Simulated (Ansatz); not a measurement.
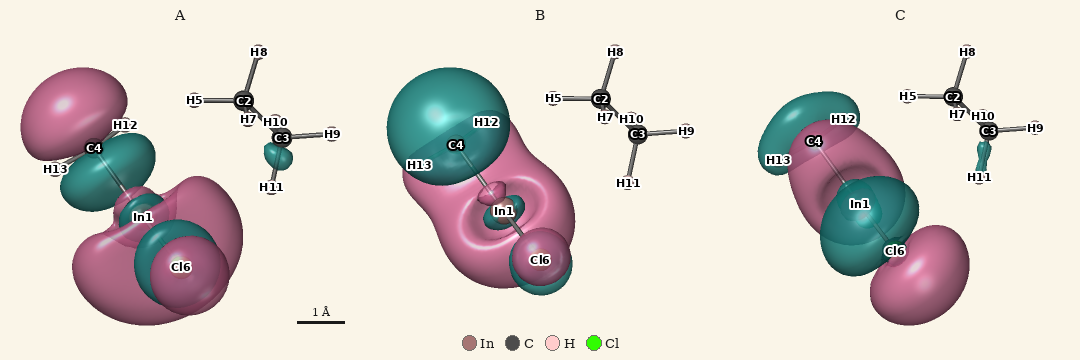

The picture shows: CH2ClIn···C2H6. Three frontier orbitals at ±0.08 Å⁻³ᐟ² (teal and pink are the two phases), in no order.

Core potentials replace the inner electrons of In.

Computed with UKS PBE0-D4/def2-SVP (Ansatz).

Input

```
crystal:
  periodic: [false, false, false]
  atoms:
    - { symbol: In, position_ang: [-2.070043, -0.762475, 0.29259] }
    - { symbol: C, position_ang: [1.259208, 0.224047, 0.479196] }
    - { symbol: C, position_ang: [1.25362, -0.468115, -0.878621] }
    - { symbol: C, position_ang: [-1.963398, 1.285904, 0.305518] }
    - { symbol: H, position_ang: [0.333655, 0.772598, 0.657497] }
    - { symbol: Cl, position_ang: [-1.568578, -2.805985, 1.346404] }
    - { symbol: H, position_ang: [1.378785, -0.506118, 1.300038] }
    - { symbol: H, position_ang: [2.094713, 0.940281, 0.553864] }
    - { symbol: H, position_ang: [2.193796, -1.016063, -1.062769] }
    - { symbol: H, position_ang: [1.117476, 0.248023, -1.710261] }
    - { symbol: H, position_ang: [0.443473, -1.221858, -0.963863] }
    - { symbol: H, position_ang: [-1.484337, 1.597563, -0.645912] }
    - { symbol: H, position_ang: [-2.988469, 1.712297, 0.326319] }
magnetization:
  spin_polarized: true
basis:
  gaussian: { orbitals: def2-SVP }
hamiltonian:
  xc: pbe0
  dispersion: d4
relax:
  f_tol: 0.03
  max_steps: 50
output:
  orbitals: {}
```

Command:

```sh
ansatz run input.yaml --threads 4 --pin off --max-ram 5120MiB --backend cpu --events-out ev --progress --plain --runs-dir out
```

The fields are those of the run's last geometry, not of the input's.

Q: Which picture is the HOMO−1, the HOMO and the LUMO?

A: C is the HOMO−1 (−8.87 eV). By Hirshfeld shares it lies mainly on Cl6 (about 70 %), In1 (about 15 %) and C4 (about 10 %); largely a lone pair of Cl6. B is the HOMO (−6.05 eV). Its weight (Hirshfeld) is mainly on C4 (about 55 %) and In1 (about 30 %). A is the LUMO (−2.25 eV). It lies mainly on In1 (about 45 %), C4 (about 35 %) and Cl6 (about 15 %).

Q: What is the HOMO–LUMO gap?

A: 3.80 eV between the orbital energies.
